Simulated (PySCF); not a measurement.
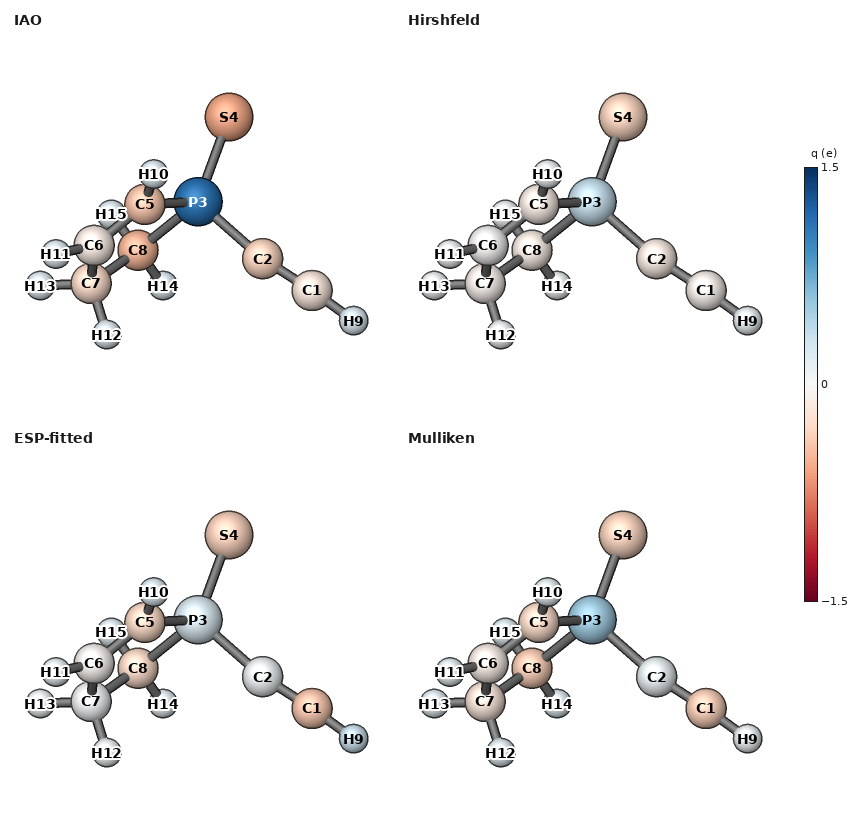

Atomic charges of one calculation by 4 schemes, on one colour scale. The computed structure is the end point of a GFN2-xTB optimisation. No frequency run is at hand to confirm it as a minimum. Method: PBE0/pcSseg-1 (PySCF 2.14.0).

**Which scheme gives the most polar picture (largest mean size of the charges)?**

The IAO charges are the largest in size here, and the Hirshfeld charges the smallest.

**On which atom do the schemes disagree most?**

On P3 (from 0.21 to 1.11 e).

List the charges (e), one line for each set of equivalent atoms.

```
atom    IAO  Hirshfeld  ESP-fitted  Mulliken
  C1  −0.16      −0.06       −0.39     −0.34
  C2  −0.32      −0.11        0.07      0.09
  P3   1.11       0.35        0.21      0.52
  S4  −0.57      −0.32       −0.33     −0.32
  C5  −0.41      −0.10       −0.29     −0.26
  C6  −0.11      −0.02       −0.04     −0.10
  C7  −0.27      −0.06        0.05     −0.17
  C8  −0.48      −0.10       −0.28     −0.37
  H9   0.21       0.11        0.32      0.06
 H10   0.18       0.06        0.20      0.13
 H11   0.16       0.06        0.10      0.12
 H12   0.16       0.05        0.05      0.16
 H13   0.15       0.05        0.05      0.15
 H14   0.17       0.05        0.13      0.17
 H15   0.17       0.05        0.14      0.18
```

The geometry is semi-empirical. Around P such bond lengths and angles can be off by a tenth of an ångström or more and by several degrees, and values that hang on the shape move with them.
